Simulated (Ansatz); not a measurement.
**AsBH₆O (built from SMILES BO.[AsH3]): search for a transition state, part 1 of 2**

Wanted: the transition state of a four-centre ligand exchange (form B1–As6, O2–H5 and break B1–O2, H5–As6). The guess is relaxed with those distances held, a saddle search follows, and vibrations and two downhill relaxations check it.

The runs use Ansatz 0.2.0, Gaussian basis; PBE0-D4, def2-SVP first, then def2-TZVP.

152 further runs of the same task are left out: 152 set aside as unsound or not needed.

### 1 Starting geometry

The guess: 9 atoms, charge 0, spin multiplicity 1.

Atoms are counted from 1 here; the program's logs count them from 0.

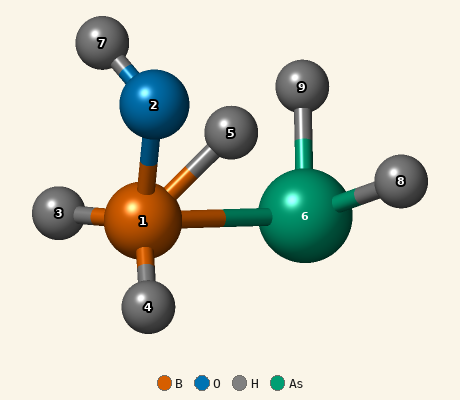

As it starts; boron orange, oxygen blue, hydrogen grey, arsenic teal; atoms are numbered from 1 in the order of the file.

As a file:

```xyz
9
charge 0, multiplicity 1
B    -0.5164    0.3062   -0.7201
O     1.0694    0.5686   -0.8022
H    -0.8500   -0.5345   -1.4841
H    -1.0765    1.3412   -0.8045
H     0.4824    0.0970    0.2302
As   -0.8513   -0.4895    1.3276
H     1.4843   -0.1367   -1.3020
H     0.0358    0.4132    2.1581
H     0.2224   -1.5656    1.3970
```

Distances that are to change: B1–As6 2.22 Å, O2–H5 1.28 Å, B1–O2 1.61 Å, H5–As6 1.82 Å.

### 2 Relaxing the guess with the reacting distances held

The input, hold/in.yaml:

```yaml
crystal:
  periodic: [false, false, false]
  atoms:
    - {symbol: B, position_ang: [-0.516400, 0.306200, -0.720100]}
    - {symbol: O, position_ang: [1.069400, 0.568600, -0.802200]}
    - {symbol: H, position_ang: [-0.850000, -0.534500, -1.484100]}
    - {symbol: H, position_ang: [-1.076500, 1.341200, -0.804500]}
    - {symbol: H, position_ang: [0.482400, 0.097000, 0.230200]}
    - {symbol: As, position_ang: [-0.851300, -0.489500, 1.327600]}
    - {symbol: H, position_ang: [1.484300, -0.136700, -1.302000]}
    - {symbol: H, position_ang: [0.035800, 0.413200, 2.158100]}
    - {symbol: H, position_ang: [0.222400, -1.565600, 1.397000]}
basis:
  gaussian: {orbitals: def2-SVP}
hamiltonian: {xc: pbe0, dispersion: d4}
relax: {f_tol: 0.04, max_steps: 150, escape_saddle: false, constraints: [{distance: [0, 5]}, {distance: [1, 4]}, {distance: [0, 1]}, {distance: [4, 5]}]}
```

Launch:

```bash
$ ansatz run in.yaml --threads 4 --pin off --events-out ev --progress --plain --max-ram 9574MiB
```

The program printed, cut to the lines that bear on the results:

```text
Functional definition: PBE0
  name "PBE0"
  cite "Adamo & Barone, J. Chem. Phys. 110, 6158 (1999) doi:10.1063/1.478522"
  cite "Perdew, Burke & Ernzerhof, Phys. Rev. Lett. 77, 3865 (1996) doi:10.1103/PhysRevLett.77.3865"
  parent pbe
[...]
966 factors; integrals over basis functions are off by at most 3.4e-4 eV
[...]
mean field -63640.73576485 eV, -2338.7539021180 hartree, gradient 3.0e-5 eV, S^2 0.000000; 0 other end points of the search recorded, 0 dependent functions left out
[...]
reference -63640.73578734 eV, -2338.7539029448 hartree; 26, 26 occupied and 64, 64 virtual orbitals, 966 factors
relax step   1: F+E_penalty+E_count = -63640.85784084 eV  Δ(F+E_penalty+E_count) = +0.000e0 eV  max|allowed force component| = 7.341e-1 eV/Å  Δτ_max = 0.0000 Å  (25 SCF iters, accepted)
[...]
relax step   4: F+E_penalty+E_count = -63640.98016536 eV  Δ(F+E_penalty+E_count) = -5.170e-3 eV  max|allowed force component| = 1.038e-1 eV/Å  Δτ_max = 0.0538 Å  (29 SCF iters, accepted)
[...]
relax step   5: F+E_penalty+E_count = -63640.98271224 eV  Δ(F+E_penalty+E_count) = -2.547e-3 eV  max|allowed force component| = 2.784e-2 eV/Å  Δτ_max = 0.0251 Å  (29 SCF iters, accepted)
  distance B 0 - As 5 held at 2.222245 Å   reaction = +1.9514e-1 eV/Å
  distance O 1 - H 4 held at 1.277821 Å   reaction = +3.8650e-1 eV/Å
  distance B 0 - O 1 held at 1.609458 Å   reaction = +7.5265e-1 eV/Å
  distance H 4 - As 5 held at 1.824013 Å   reaction = -4.0107e-1 eV/Å
966 factors; integrals over basis functions are off by at most 3.5e-4 eV
mean field -63640.86040366 eV, -2338.7584825099 hartree, gradient 2.0e-5 eV, S^2 0.000000; 1 other end points of the search recorded, 0 dependent functions left out
[...]
reference -63640.86042632 eV, -2338.7584833426 hartree; 26, 26 occupied and 64, 64 virtual orbitals, 966 factors
Total energy: -63640.98273490 eV, -2338.7629781000 hartree
Atom 0 at    -0.515048     0.326794    -0.769654 Å, force     0.714179     0.070133     0.165377 eV/Å
Atom 1 at     1.071784     0.589612    -0.826656 Å, force    -0.891184    -0.274491     0.338746 eV/Å
Atom 2 at    -0.869015    -0.583011    -1.483304 Å, force    -0.004431    -0.009180     0.002455 eV/Å
Atom 3 at    -1.117429     1.370429    -0.745575 Å, force    -0.001721    -0.001932     0.002477 eV/Å
Atom 4 at     0.577918     0.093793     0.242496 Å, force     0.472665     0.277766    -0.552873 eV/Å
Atom 5 at    -0.808605    -0.476430     1.281450 Å, force    -0.251250    -0.060969     0.055187 eV/Å
Atom 6 at     1.476082    -0.158464    -1.284846 Å, force     0.003841     0.001918    -0.002582 eV/Å
Atom 7 at    -0.012068     0.457104     2.187224 Å, force    -0.021317    -0.017607    -0.017284 eV/Å
Atom 8 at     0.196481    -1.619927     1.398865 Å, force    -0.020782     0.014362     0.008496 eV/Å
Dipole moment:     0.354794    -0.276677    -0.003293 e Å
```

Wall time 8.5 s (4 threads of Arm Neoverse V1, shared host).

Relaxation path:

```tsv
step	energy from step 1 (eV)	largest force component (eV/Å)
1	0.0000	0.7341
2	-0.0878	0.3678
3	-0.1172	0.2480
4	-0.1223	0.1038
5	-0.1249	0.0278
```

Distances of close pairs at the start and the end, largest changes first:

```tsv
bond	before (Å)	after (Å)	change (Å)
B1–H5	1.394	1.508	+0.113
B1–H4	1.180	1.205	+0.025
B1–H3	1.184	1.209	+0.025
As6–H8	1.514	1.525	+0.011
O2–H7	0.959	0.966	+0.007
As6–H9	1.522	1.527	+0.005
B1–O2	1.609	1.609	+0.000
B1–As6	2.222	2.222	+0.000
```

### 3 Force constants to start from

The input, hessian/in.yaml:

```yaml
crystal:
  periodic: [false, false, false]
  atoms:
    - {symbol: B, position_ang: [-0.515048, 0.326794, -0.769654]}
    - {symbol: O, position_ang: [1.071784, 0.589612, -0.826656]}
    - {symbol: H, position_ang: [-0.869015, -0.583011, -1.483304]}
    - {symbol: H, position_ang: [-1.117429, 1.370429, -0.745575]}
    - {symbol: H, position_ang: [0.577918, 0.093793, 0.242496]}
    - {symbol: As, position_ang: [-0.808605, -0.476430, 1.281450]}
    - {symbol: H, position_ang: [1.476082, -0.158464, -1.284846]}
    - {symbol: H, position_ang: [-0.012068, 0.457104, 2.187224]}
    - {symbol: H, position_ang: [0.196481, -1.619927, 1.398865]}
basis:
  gaussian: {orbitals: def2-SVP}
hamiltonian: {xc: pbe0, dispersion: d4}
phonons: {}
scf: {lower_state_search: off}
```

Launch:

```bash
$ ansatz run in.yaml --threads 4 --pin off --events-out ev --progress --plain --max-ram 9574MiB
```

The program printed, cut to the lines that bear on the results:

```text
[... 5 set-up lines as earlier in the session ...]
[...]
967 factors; integrals over basis functions are off by at most 3.5e-4 eV
[...]
mean field -63640.86040286 eV, -2338.7584824807 hartree, gradient 8.5e-6 eV, S^2 0.000000; 0 other end points of the search recorded, 0 dependent functions left out
[...]
reference -63640.86042553 eV, -2338.7584833137 hartree; 26, 26 occupied and 64, 64 virtual orbitals, 967 factors
[... from here to the last solve, the lines of the solves are left out (53 solves) ...]
967 factors; integrals over basis functions are off by at most 3.5e-4 eV
mean field -63640.86036798 eV, -2338.7584811987 hartree, gradient 1.1e-6 eV, S^2 0.000000; 0 other end points of the search recorded, 0 dependent functions left out
[...]
WARN: phonons: modes at or below zero, which the zero-point energy, F, S and C_V leave out: 1, the lowest at -1165.21 cm⁻¹. A minimum has none, and a first-order saddle one
[...]
Atom 2 at    -0.869015    -0.583011    -1.483304 Å, force    -0.004433    -0.009185     0.002463 eV/Å
Atom 3 at    -1.117429     1.370429    -0.745575 Å, force    -0.001730    -0.001910     0.002479 eV/Å
Atom 4 at     0.577918     0.093793     0.242496 Å, force     0.472666     0.277777    -0.552881 eV/Å
Atom 5 at    -0.808605    -0.476430     1.281450 Å, force    -0.251274    -0.060996     0.055202 eV/Å
Atom 6 at     1.476082    -0.158464    -1.284846 Å, force     0.003850     0.001899    -0.002591 eV/Å
Atom 7 at    -0.012068     0.457104     2.187224 Å, force    -0.021306    -0.017592    -0.017269 eV/Å
Atom 8 at     0.196481    -1.619927     1.398865 Å, force    -0.020788     0.014372     0.008476 eV/Å
Dipole moment:     0.354794    -0.276677    -0.003292 e Å
Vibrations: -1165.21 219.90 362.50 385.91 409.83 525.39 585.61 741.37 784.51 855.52 999.90 1042.61 1091.21 1126.91 1187.40 1583.85 2205.05 2226.41 2570.35 2687.52 3861.46 cm⁻¹, zero-point energy 1.577899 eV
Checks for a lower state left out: stability, starts, cluster_reference, orbital_swaps, neighbouring_geometries, increment
```

It took 48 s on 4 threads of Arm Neoverse V1, shared host.

The structure is not stationary yet, so these wavenumbers are no spectrum; the search needs only the force constants.

### 4 Saddle search in the small basis

The search itself is an outer loop (partitioned rational-function steps, Bofill update of the Hessian). Each step is one single-point run with forces. It stops when the largest force is under 0.04 eV/Å and the followed curvature is negative. The first step's input:

The input, presaddle/in.yaml:

```yaml
crystal:
  periodic: [false, false, false]
  atoms:
    - {symbol: B, position_ang: [-0.515048, 0.326794, -0.769654]}
    - {symbol: O, position_ang: [1.071784, 0.589612, -0.826656]}
    - {symbol: H, position_ang: [-0.869015, -0.583011, -1.483304]}
    - {symbol: H, position_ang: [-1.117429, 1.370429, -0.745575]}
    - {symbol: H, position_ang: [0.577918, 0.093793, 0.242496]}
    - {symbol: As, position_ang: [-0.808605, -0.476430, 1.281450]}
    - {symbol: H, position_ang: [1.476082, -0.158464, -1.284846]}
    - {symbol: H, position_ang: [-0.012068, 0.457104, 2.187224]}
    - {symbol: H, position_ang: [0.196481, -1.619927, 1.398865]}
basis:
  gaussian: {orbitals: def2-SVP}
hamiltonian: {xc: pbe0, dispersion: d4}
output: {forces: true}
scf: {lower_state_search: off}
```

Launch:

```bash
$ ansatz run in.yaml --threads 4 --pin off --events-out ev --progress --plain --max-ram 9574MiB
```

Step by step:

```tsv
step	energy (eV)	largest force (eV/Å)	followed curvature (eV/Å²)
1	-63640.98273	0.8912	-10.75
2	-63641.00786	0.2529	-10.69
3	-63640.99037	0.3389	-10.69
4	-63641.00891	0.1244	-10.69
5	-63641.00936	0.0564	-10.69
6	-63641.00953	0.0192	-10.69
```

The 6 steps took 5.9 s in all (4 threads of Arm Neoverse V1, shared host).

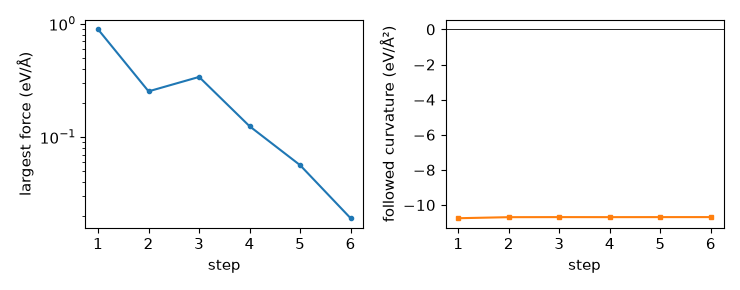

Largest force and followed curvature during the search.

### 5 Saddle search in triple zeta

The search itself is an outer loop (partitioned rational-function steps, Bofill update of the Hessian). Each step is one single-point run with forces. It stops when the largest force is under 0.01 eV/Å and the followed curvature is negative. The first step's input:

The input, saddle/in.yaml:

```yaml
crystal:
  periodic: [false, false, false]
  atoms:
    - {symbol: B, position_ang: [-0.462363, 0.334507, -0.781911]}
    - {symbol: O, position_ang: [1.048006, 0.595979, -0.882187]}
    - {symbol: H, position_ang: [-0.862613, -0.581069, -1.466846]}
    - {symbol: H, position_ang: [-1.095195, 1.360831, -0.721638]}
    - {symbol: H, position_ang: [0.594860, 0.094948, 0.231617]}
    - {symbol: As, position_ang: [-0.803294, -0.478254, 1.273202]}
    - {symbol: H, position_ang: [1.469278, -0.138746, -1.345843]}
    - {symbol: H, position_ang: [-0.063750, 0.445962, 2.232976]}
    - {symbol: H, position_ang: [0.175172, -1.634258, 1.460629]}
basis:
  gaussian: {orbitals: def2-TZVP}
hamiltonian: {xc: pbe0, dispersion: d4}
output: {forces: true}
scf: {lower_state_search: off}
```

Launch:

```bash
$ ansatz run in.yaml --threads 4 --pin off --events-out ev --progress --plain --max-ram 9574MiB
```

Step by step:

```tsv
step	energy (eV)	largest force (eV/Å)	followed curvature (eV/Å²)
1	-63651.79857	0.2352	-10.69
2	-63651.80286	0.0262	-10.70
3	-63651.80294	0.0052	-10.70
```

The 3 steps took 5 s in all (4 threads of Arm Neoverse V1, shared host).

The point found:

```xyz
9
charge 0, multiplicity 1
B    -0.46761    0.33187   -0.77733
O     1.04955    0.58951   -0.87723
H    -0.86125   -0.56753   -1.46477
H    -1.08708    1.35235   -0.72238
H     0.58968    0.09368    0.22683
As   -0.80869   -0.48323    1.27777
H     1.46993   -0.13670   -1.34984
H    -0.06615    0.44631    2.22619
H     0.18173   -1.62636    1.46076
```

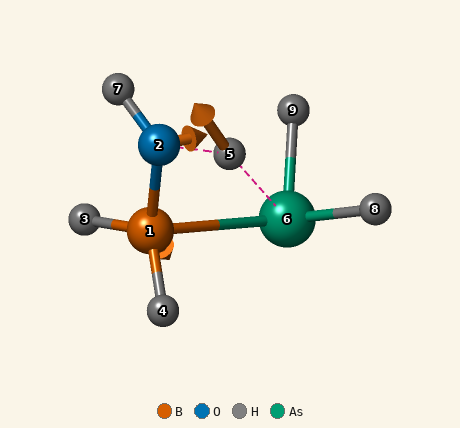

The point found; broken lines mark the pairs that react, arrows the followed mode.

### 6 Checking the order of the point

The input, vib/in.yaml:

```yaml
crystal:
  periodic: [false, false, false]
  atoms:
    - {symbol: B, position_ang: [-0.467608, 0.331872, -0.777329]}
    - {symbol: O, position_ang: [1.049548, 0.589513, -0.877230]}
    - {symbol: H, position_ang: [-0.861253, -0.567529, -1.464765]}
    - {symbol: H, position_ang: [-1.087085, 1.352351, -0.722383]}
    - {symbol: H, position_ang: [0.589681, 0.093676, 0.226825]}
    - {symbol: As, position_ang: [-0.808689, -0.483231, 1.277769]}
    - {symbol: H, position_ang: [1.469929, -0.136704, -1.349844]}
    - {symbol: H, position_ang: [-0.066149, 0.446311, 2.226194]}
    - {symbol: H, position_ang: [0.181727, -1.626358, 1.460763]}
basis:
  gaussian: {orbitals: def2-TZVP}
hamiltonian: {xc: pbe0, dispersion: d4}
phonons: {temperatures: {t_min: 298.15, t_max: 900, t_step: 200}}
```

Launch:

```bash
$ ansatz run in.yaml --threads 4 --pin off --events-out ev --progress --plain --max-ram 9574MiB
```

The program printed, cut to the lines that bear on the results:

```text
[... 5 set-up lines as earlier in the session ...]
[...]
1007 factors; their error is unknown
[...]
mean field -63651.68129341 eV, -2339.1561428737 hartree, gradient 5.8e-5 eV, S^2 0.000000; 0 other end points of the search recorded, 0 dependent functions left out
[...]
reference -63651.68132264 eV, -2339.1561439477 hartree; 26, 26 occupied and 120, 120 virtual orbitals, 1007 factors
[... from here to the last solve, the lines of the solves are left out (53 solves) ...]
1007 factors; their error is unknown
mean field -63651.68128143 eV, -2339.1561424335 hartree, gradient 2.8e-6 eV, S^2 0.000000; 0 other end points of the search recorded, 0 dependent functions left out
[...]
WARN: phonons: modes at or below zero, which the zero-point energy, F, S and C_V leave out: 1, the lowest at -1221.03 cm⁻¹. A minimum has none, and a first-order saddle one
[...]
Atom 0 at    -0.467608     0.331872    -0.777329 Å, force     0.000380    -0.000020    -0.003956 eV/Å
Atom 1 at     1.049548     0.589513    -0.877230 Å, force     0.003243    -0.005230    -0.002133 eV/Å
Atom 2 at    -0.861253    -0.567529    -1.464765 Å, force    -0.000871     0.000419     0.001967 eV/Å
Atom 3 at    -1.087085     1.352351    -0.722383 Å, force    -0.000894    -0.001247     0.000492 eV/Å
Atom 4 at     0.589681     0.093676     0.226825 Å, force     0.000281     0.002172    -0.000165 eV/Å
Atom 5 at    -0.808689    -0.483231     1.277769 Å, force    -0.000798     0.000349     0.000938 eV/Å
Atom 6 at     1.469929    -0.136704    -1.349844 Å, force    -0.001992     0.004764     0.004076 eV/Å
Atom 7 at    -0.066149     0.446311     2.226194 Å, force     0.001202    -0.000576    -0.000356 eV/Å
Atom 8 at     0.181727    -1.626358     1.460763 Å, force    -0.000551    -0.000630    -0.000863 eV/Å
Dipole moment:     0.328786    -0.268169    -0.013144 e Å
Vibrations: -1221.03 203.07 345.41 362.44 385.03 537.64 558.45 783.48 851.09 877.27 987.45 1064.58 1087.20 1136.81 1184.43 1631.61 2203.33 2223.72 2560.23 2653.92 3848.13 cm⁻¹, zero-point energy 1.579887 eV
```

It took 84 s on 4 threads of Arm Neoverse V1, shared host.

Wavenumbers and character of the modes:

```tsv
mode	wavenumber (cm⁻¹)	character
1	1221i	changes O2–H5, H5–As6
2	203	torsion
3	345	torsion with B–As stretch
4	362	torsion with bend
5	385	not assigned (largely outside the bonds, angles and torsions drawn)
6	538	torsion
7	558	not assigned (largely outside the bonds, angles and torsions drawn)
8	783	bend
9	851	B–O stretch
10	877	bend
11	987	bend with torsion
12	1065	bend
13	1087	bend with torsion
14	1137	bend
15	1184	not assigned (largely outside the bonds, angles and torsions drawn)
16	1632	not assigned (largely outside the bonds, angles and torsions drawn)
17	2203	As–H stretch
18	2224	As–H stretch
19	2560	B–H stretch
20	2654	B–H stretch
21	3848	O–H stretch
```

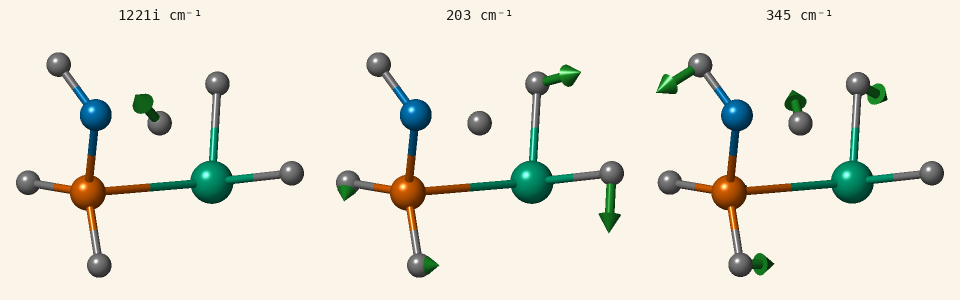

Displacements of 3 modes, as arrows.

Vibrational sums (real modes only):

```tsv
T (K)	entropy (J/mol/K)	heat capacity (J/mol/K)
298	31.0	50.5
498	65.0	82.7
698	96.6	103.9
898	124.6	118.5
```

### 7 Relaxing after a step of 0.30 Å one way along the mode

The input, downa/in.yaml:

```yaml
crystal:
  periodic: [false, false, false]
  atoms:
    - {symbol: B, position_ang: [-0.609637, 0.284530, -0.689691]}
    - {symbol: O, position_ang: [1.043249, 0.517839, -0.703493]}
    - {symbol: H, position_ang: [-0.867453, -0.564805, -1.491110]}
    - {symbol: H, position_ang: [-1.103275, 1.367649, -0.745941]}
    - {symbol: H, position_ang: [0.832689, 0.171796, 0.069204]}
    - {symbol: As, position_ang: [-0.865749, -0.489422, 1.272473]}
    - {symbol: H, position_ang: [1.454793, -0.134649, -1.320959]}
    - {symbol: H, position_ang: [-0.065135, 0.452367, 2.183431]}
    - {symbol: H, position_ang: [0.180619, -1.605404, 1.426085]}
basis:
  gaussian: {orbitals: def2-TZVP}
hamiltonian: {xc: pbe0, dispersion: d4}
relax: {f_tol: 0.005, max_steps: 200}
```

Launch:

```bash
$ ansatz run in.yaml --threads 4 --pin off --events-out ev --progress --plain --max-ram 9574MiB
```

The program printed, cut to the lines that bear on the results:

```text
[... 5 set-up lines as earlier in the session ...]
[...]
1007 factors; their error is unknown
[...]
mean field -63651.62309022 eV, -2339.1540039459 hartree, gradient 3.0e-5 eV, S^2 0.000000; 0 other end points of the search recorded, 0 dependent functions left out
[...]
reference -63651.62311925 eV, -2339.1540050127 hartree; 26, 26 occupied and 120, 120 virtual orbitals, 1007 factors
relax step   1: F+E_penalty+E_count = -63651.74594094 eV  Δ(F+E_penalty+E_count) = +0.000e0 eV  max|allowed force component| = 7.829e0 eV/Å  Δτ_max = 0.0000 Å  (27 SCF iters, accepted)
[...]
Total energy: -63652.70399311 eV, -2339.1937263942 hartree
Atom 0 at    -0.663125     0.239427    -0.603254 Å, force     0.000126     0.000048     0.000005 eV/Å
Atom 1 at     0.976238     0.395586    -0.843388 Å, force    -0.000105    -0.000091     0.000180 eV/Å
Atom 2 at    -0.999351    -0.498638    -1.489132 Å, force     0.000024    -0.000003     0.000052 eV/Å
Atom 3 at    -1.059047     1.370692    -0.681126 Å, force     0.000011    -0.000042    -0.000009 eV/Å
Atom 4 at     1.317701     0.934641    -0.116642 Å, force     0.000051     0.000092    -0.000047 eV/Å
Atom 5 at    -0.979556    -0.579739     1.268340 Å, force    -0.000021     0.000002    -0.000009 eV/Å
Atom 6 at     1.363110    -0.483239    -0.727858 Å, force    -0.000033     0.000036    -0.000153 eV/Å
Atom 7 at    -0.010558     0.324772     2.034993 Å, force    -0.000031    -0.000042    -0.000071 eV/Å
Atom 8 at     0.054689    -1.703600     1.158066 Å, force    -0.000022    -0.000002     0.000052 eV/Å
Dipole moment:     0.887784     0.073447    -0.103298 e Å
```

Wall time 51 s (4 threads of Arm Neoverse V1, shared host).

Along the way: (the energy doesn't fall at every step)

```tsv
step	energy from step 1 (eV)	largest force component (eV/Å)
1	0.0000	7.8288
2	-0.6401	1.0982
3	-0.7750	0.9669
4	-0.8831	0.8556
5	-0.8932	0.9433
6	-0.9348	0.1370
7	-0.9396	0.1173
8	-0.9418	0.0544
9	-0.9388	0.6059
10	-0.9450	0.0539
11	-0.9471	0.3153
12	-0.9545	0.0344
13	-0.9557	0.0845
14	-0.9538	0.3792
15	-0.9568	0.0298
16	-0.9560	0.2809
17	-0.9568	0.0390
18	-0.9575	0.1005
19	-0.9580	0.0041
20	-0.9580	0.0082
21	-0.9580	0.0096
22	-0.9580	0.0052
23	-0.9580	0.0002
```

Distances of close pairs at the start and the end, largest changes first:

```tsv
bond	before (Å)	after (Å)	change (Å)
O2–H5	0.872	0.967	+0.095
B1–As6	2.125	2.067	-0.057
O2–H7	0.988	0.967	-0.021
B1–H4	1.192	1.201	+0.009
As6–H9	1.537	1.531	-0.006
B1–H3	1.196	1.201	+0.005
B1–O2	1.669	1.664	-0.005
As6–H8	1.536	1.531	-0.004
```

(Continued in part 2 of 2.)
